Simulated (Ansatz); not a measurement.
Take SrTiO3 in the cubic perovskite structure (space group Pm-3m, No. 221; a = 3.891 Å) as the base. Axes: x, y, z lie along the cube axes.

The change: a pure shear with ε_xy = ε_yx = 0.0167; the atoms relax in the strained cell.

Calculations: plane-wave PAW DFT at the PBEsol level (Ansatz, an electronic-structure program, 420 eV), without spin-orbit coupling.

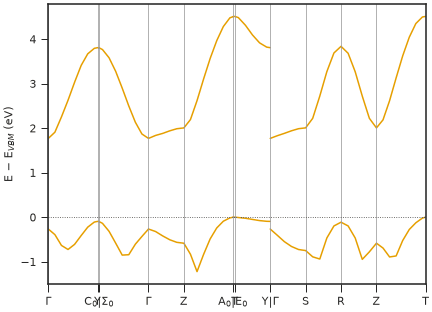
Figure. Highest valence and lowest conduction band along the path of the changed cell's own zone

Question: Read the changed gap and its character from the plot.

Answer: About 1.8 eV, indirect, T → Γ.

Stability against distortions was not tested. All final runs are without spin polarisation. Many cubic perovskites are stable only at high temperature; tilts and polar distortions were not tested. Labels are those of the standard path for the cell's own space group.
